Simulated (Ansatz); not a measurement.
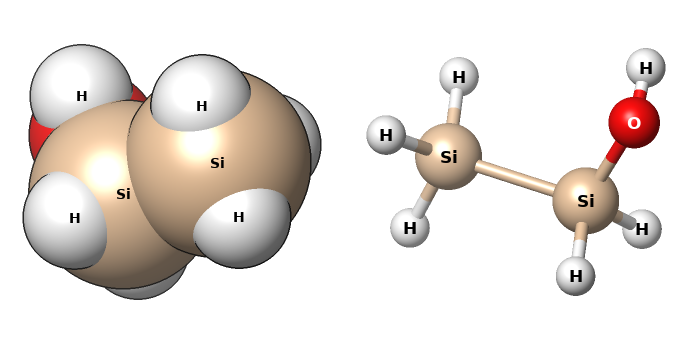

The same structure drawn twice, from different directions.

Computed geometry: PBE0-D4/def2-TZVP optimisation.

Description:

It has 9 atoms: 6 hydrogen, 1 oxygen and 2 silicon (H₆OSi₂). The point group is C1. Coordination: 2 Si tetrahedral; 1 O bent.

More results for the same structure follow; atom numbers are the same in all pictures, views and colours differ.

**Vibrations**

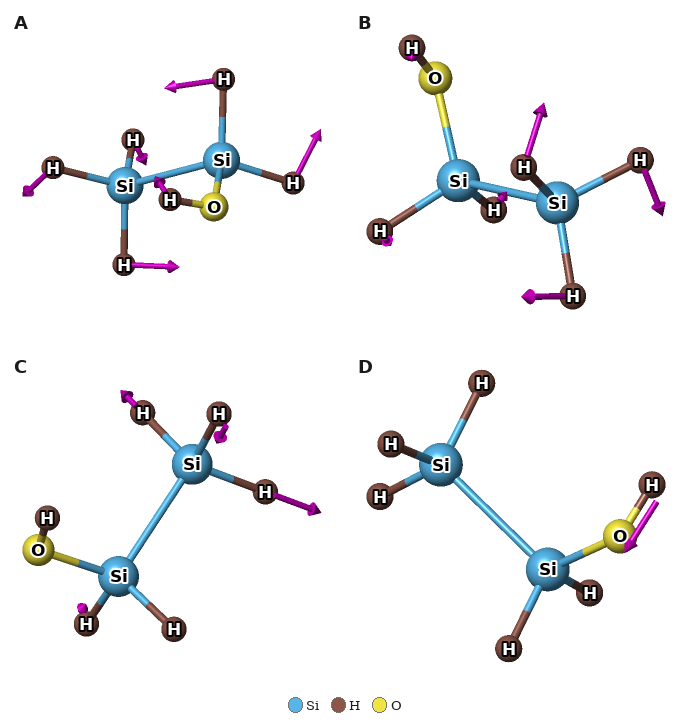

4 normal modes of one molecule or complex, as arrows. Harmonic vibrations computed with RKS PBE0-D4/def2-TZVP (Ansatz 0.2.0) at a stationary point of the same level.

Match the panels to the wavenumbers 101 cm⁻¹, 600 cm⁻¹, 2215 cm⁻¹, 3925 cm⁻¹.

A: 600 cm⁻¹, H–Si–Si bending
B: 101 cm⁻¹, a torsion or out-of-plane motion in which bond lengths and bond angles hardly change
C: 2215 cm⁻¹, out-of-phase stretching of 3 Si–H bonds
D: 3925 cm⁻¹, O–H stretching

**Charges**

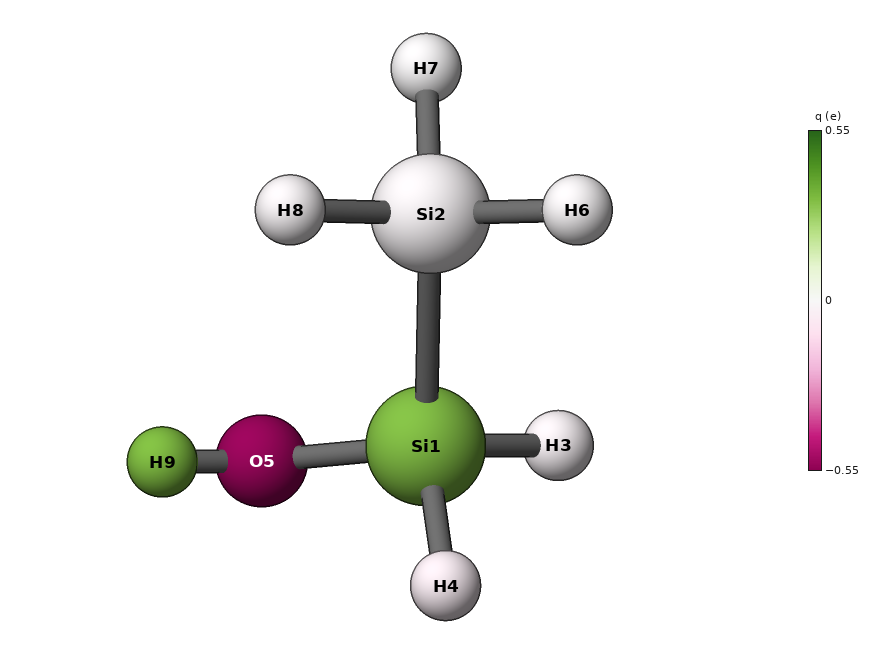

Atoms are coloured by their Mulliken charges. Method: RKS PBE0-D4/def2-TZVP (Ansatz 0.2.0).

List the Mulliken charges.

```
atom  value (e)
 Si1       0.32
 Si2      −0.02
  H3      −0.02
  H4      −0.04
  O5      −0.52
  H6      −0.01
  H7      −0.01
  H8      −0.02
  H9       0.32
```

**Dipole moment**

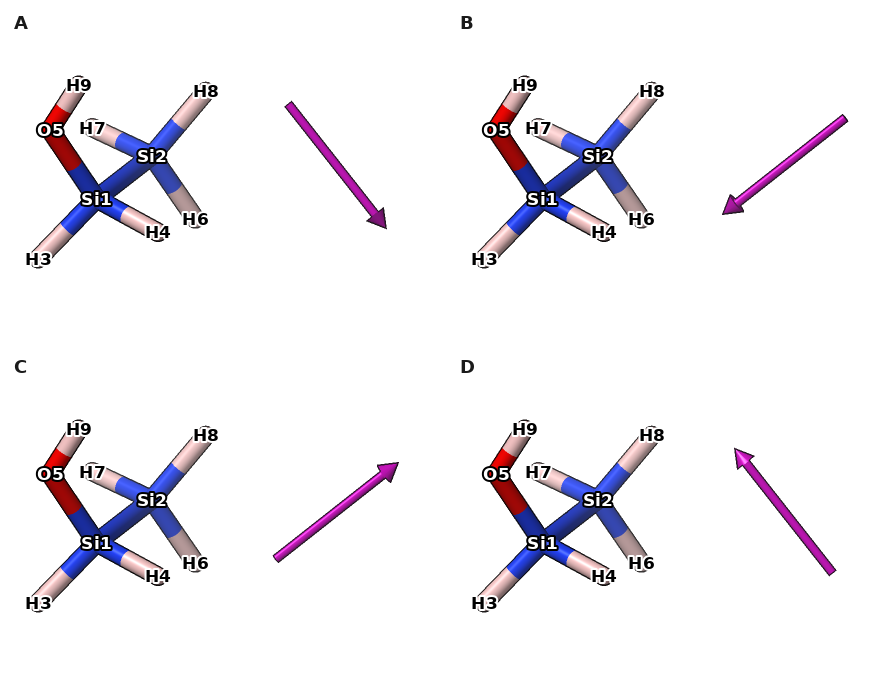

The same molecule four times, each with an arrow. Properties computed with RKS PBE0-D4/def2-TZVP (Ansatz 0.2.0).

Which arrow points along the dipole moment, from the negative to the positive end?

C. The dipole moment is 1.21 D; it points from the side of H3 to the side of H8 (the outermost atoms at the two ends).

Mulliken values depend strongly on the basis set and can even reverse the polarity of a bond.
